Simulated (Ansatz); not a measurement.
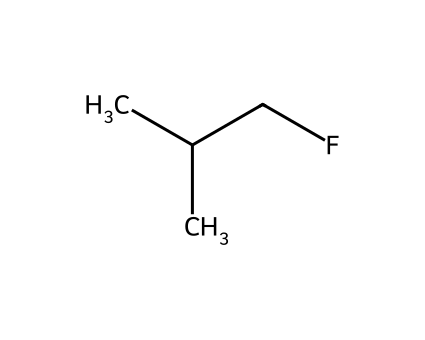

A structural formula.

Give its SMILES.

CC(C)CF

Give the formula, hydrogens included.

C4H9F.

An optimisation with PBE0-D4/def2-TZVP gave a structure of which point group?

Cs. Other conformers may differ.

More results for the same structure follow; atom numbers are the same in all pictures, views and colours differ. The computed structure is the end point of a PBE0-D4/def2-TZVP optimisation.

## Geometry

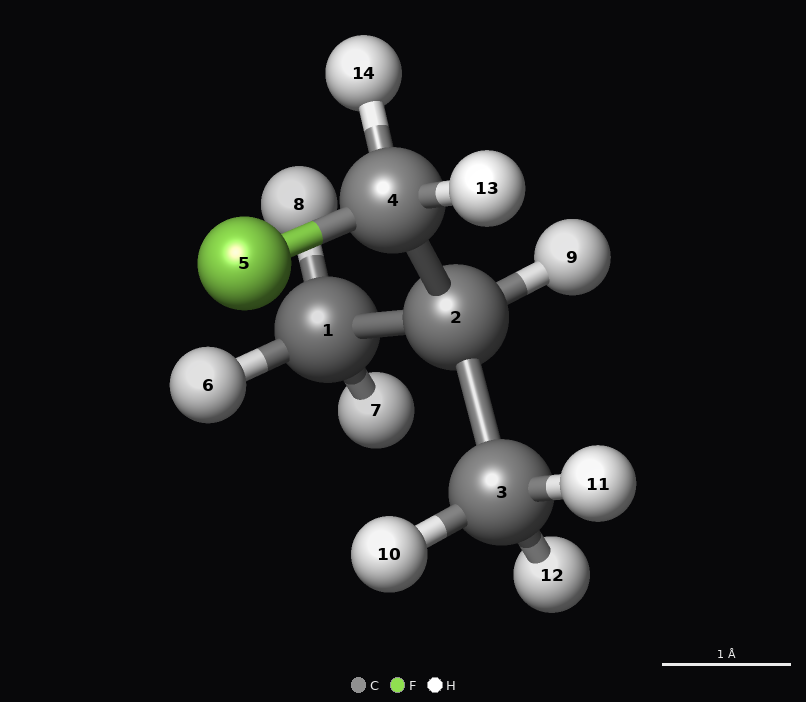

Atoms carry their numbers in the input.

Estimate the angles C1–C2–C3, C1–C2–C4, C1–C2–H9, C4–C2–H9, C2–C1–H6, C2–C1–H8, C2–C1–H7, C2–C4–F5, C2–C4–H13, F5–C4–H13.

| angle | degrees |
| --- | --- |
| C1–C2–C3 | 111.7 |
| C1–C2–C4 | 111.3 |
| C1–C2–H9 | 108.5 |
| C4–C2–H9 | 105.2 |
| C2–C1–H6 | 110.6 |
| C2–C1–H8 | 111.5 |
| C2–C1–H7 | 110.9 |
| C2–C4–F5 | 110.8 |
| C2–C4–H13 | 111.1 |
| F5–C4–H13 | 107.2 |

## Electronic properties

Properties computed with RKS CAM-B3LYP-D4/def2-TZVPP (Ansatz 0.2.0).

What is the HOMO energy (Kohn–Sham orbital)?

−10.54 eV.

Give the dispersion correction at this level.

−19.1 kJ/mol.

Give the LUMO energy (Kohn–Sham orbital) at this level.

1.85 eV.

## Charges

The questions are on Mulliken charges. Properties computed with RKS PBE0-D4/def2-TZVP (Ansatz 0.2.0).

Which atom carries the highest charge (most positive or least negative)?

H6, H10 (0.13 e).

And the lowest?

C1, C3 (−0.38 e).

Give the Mulliken charges atom by atom.

| atom | value (e) |
| --- | --- |
| C1 | −0.38 |
| C2 | −0.02 |
| C3 | −0.38 |
| C4 | 0.01 |
| F5 | −0.24 |
| H6 | 0.13 |
| H7 | 0.12 |
| H8 | 0.12 |
| H9 | 0.07 |
| H10 | 0.13 |
| H11 | 0.12 |
| H12 | 0.12 |
| H13 | 0.10 |
| H14 | 0.10 |

## Thermal motion

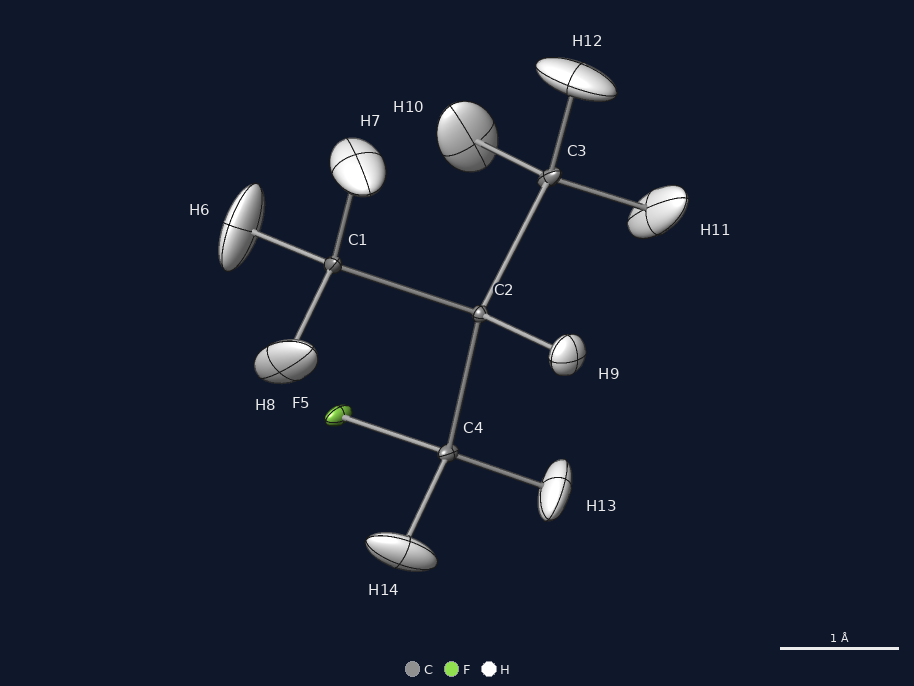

Displacement ellipsoids at the 50 % level, from the internal vibrations of the free molecule (harmonic, no overall translation or rotation; no half-axis is drawn under 0.075 Å). Vibrations computed with RKS PBE0-D4/def2-TZVP (Ansatz 0.2.0). Temperature: 298 K.

Give the displacement parameters, one line for each set of equivalent atoms.

| atom | U_eq (Å²) | rms amplitudes (Å) |
| --- | --- | --- |
| C1, C3 | 0.0034 | 0.035, 0.043, 0.085 |
| C2 | 0.0016 | 0.036, 0.040, 0.043 |
| C4 | 0.0025 | 0.034, 0.040, 0.069 |
| F5 | 0.0044 | 0.022, 0.061, 0.095 |
| H6, H10 | 0.0339 | 0.087, 0.170, 0.255 |
| H7, H12 | 0.0297 | 0.094, 0.147, 0.242 |
| H8, H11 | 0.0333 | 0.082, 0.134, 0.274 |
| H9 | 0.0120 | 0.083, 0.121, 0.121 |
| H13, H14 | 0.0221 | 0.082, 0.122, 0.212 |

Mulliken values depend strongly on the basis set and can even reverse the polarity of a bond.
